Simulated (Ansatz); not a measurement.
**CH₅ClSi (SMILES [SiH3]CCl): density, localisation and related maps**

```xyz
8

C    -1.4202    0.6725    1.3627
Cl   -0.9169    2.0282    2.4195
Si   -1.1984    1.1602   -0.4532
H    -1.6233    0.0170   -1.3202
H     0.2363    1.4741   -0.7097
H    -2.0417    2.3529   -0.7519
H    -0.8100   -0.2044    1.6238
H    -2.4692    0.4356    1.5931
```

Geometry: PBE0-D3(BJ)/def2-SVP.

Theory: isolated molecule in a Gaussian basis; Kohn-Sham density functional theory, functional PBE0 in Ansatz 0.2.0.

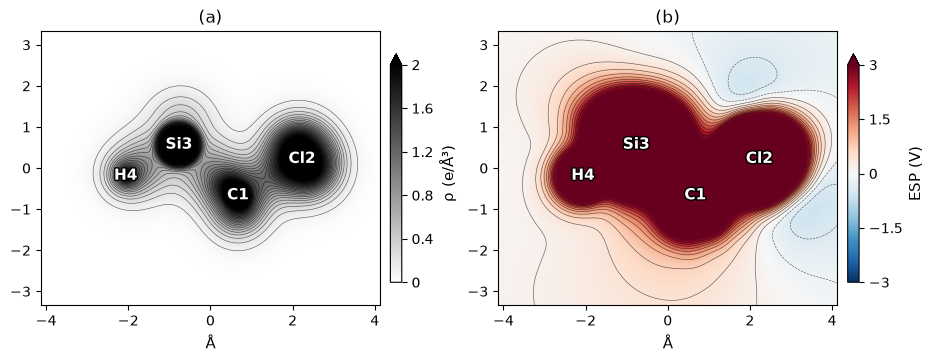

Figure 1. (a) total electron density; (b) electrostatic potential on the plane of atoms Cl2, C1 and Si3.

Question: What does the map show?

Answer:
- Atoms in the plane: C, Cl, Si and H.
- C–Cl (1.79 Å): ρ is about 1.3 e/Å³ halfway.
- C–Si (1.89 Å): ρ at the midpoint is about 0.95 e/Å³.
- Si–H (1.50 Å): ρ at the midpoint is about 0.79 e/Å³.
- Outside the dense part of the molecule the potential is most negative (−0.6 V) near Cl2.

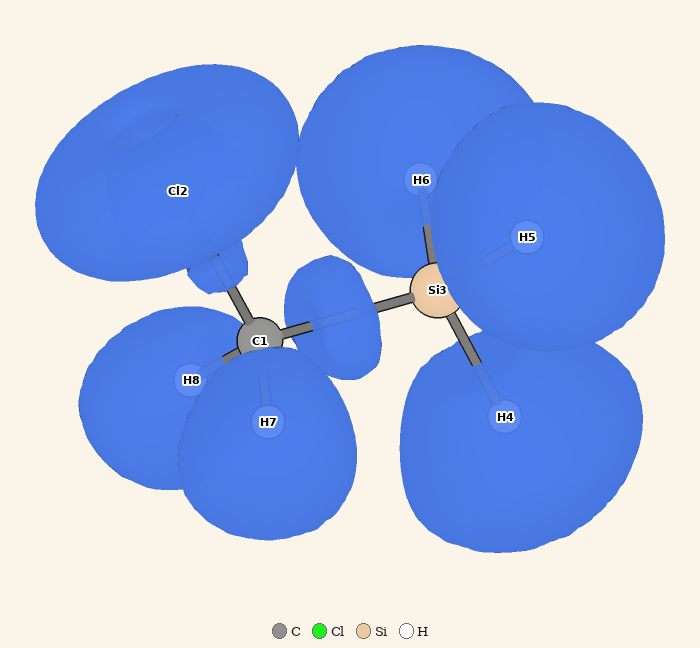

Figure 2. Isosurface of the electron localisation function at 0.8 (blue), seen at a tilt. Core shells and regions of very low density are left out.

Question: What do the ELF domains correspond to?

Answer: The surface consists of one region between bonded C–Cl atoms (shared pairs), one region between bonded C–Si atoms (shared pairs), five regions around hydrogen nuclei and one ring or bowl of non-bonding electrons around Cl. Along the contacts the grid gives the following. C–Cl (1.79 Å): the ELF peaks at about 0.85 between the atoms: localised, covalent bonding. C–Si (1.89 Å): the ELF peaks at about 0.95 between the atoms; a shared electron pair.

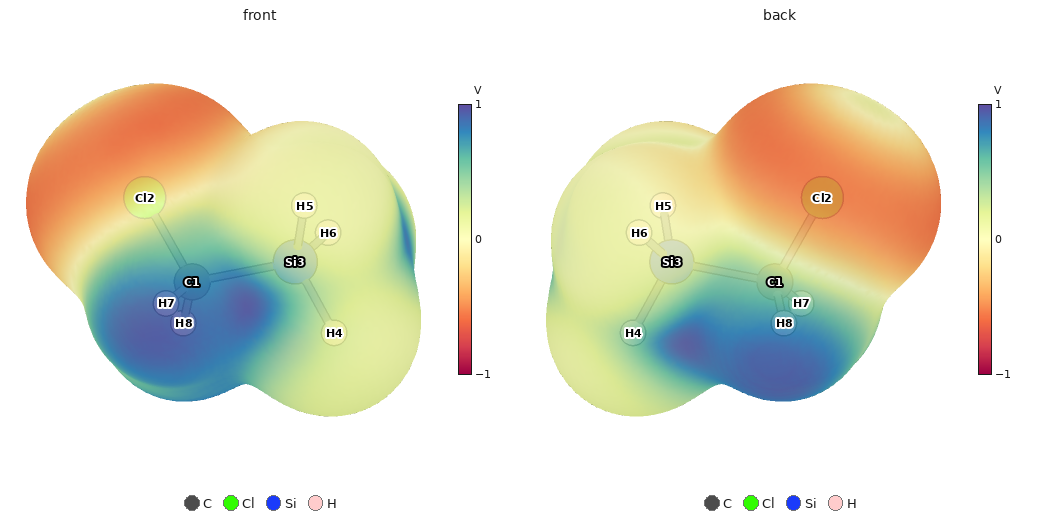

Figure 3. The molecular electrostatic potential painted on the density surface at 0.001 e/bohr³, seen from the front and from behind; red is negative and blue positive.

Question: Where is the surface potential most negative and most positive?

Answer: The most negative region (about −0.6 V) lies over Cl2, the most positive (about +1.0 V) over Si3, H7 and H8.

Question: What dipole moment does the calculation give?

Answer: Its dipole moment is 1.68 D.
